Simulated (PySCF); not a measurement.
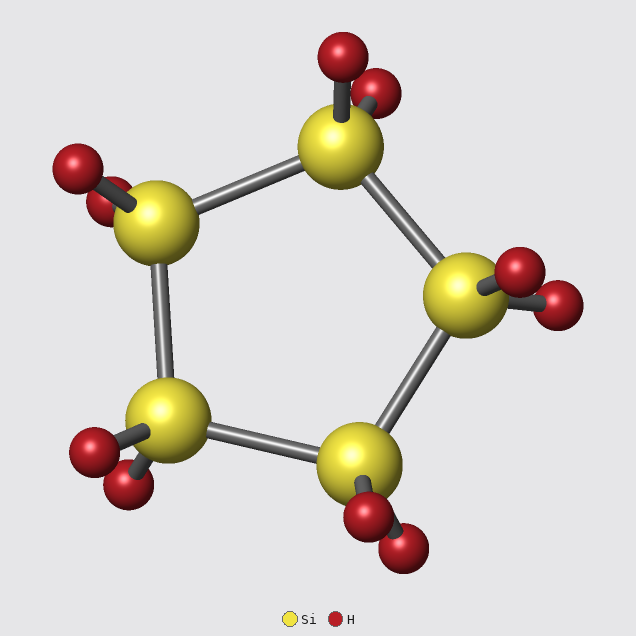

Simulated data, not a measurement (program: PySCF).

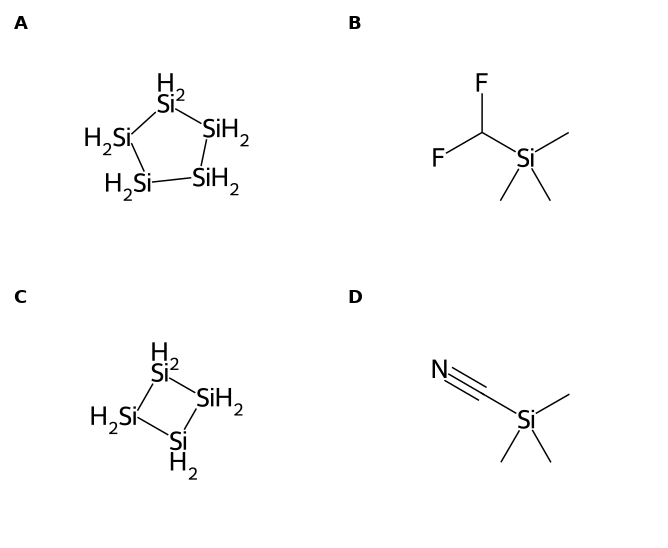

### The first picture shows one of the molecules drawn in the second. Which?

A, `[SiH2]1[SiH2][SiH2][SiH2][SiH2]1`.
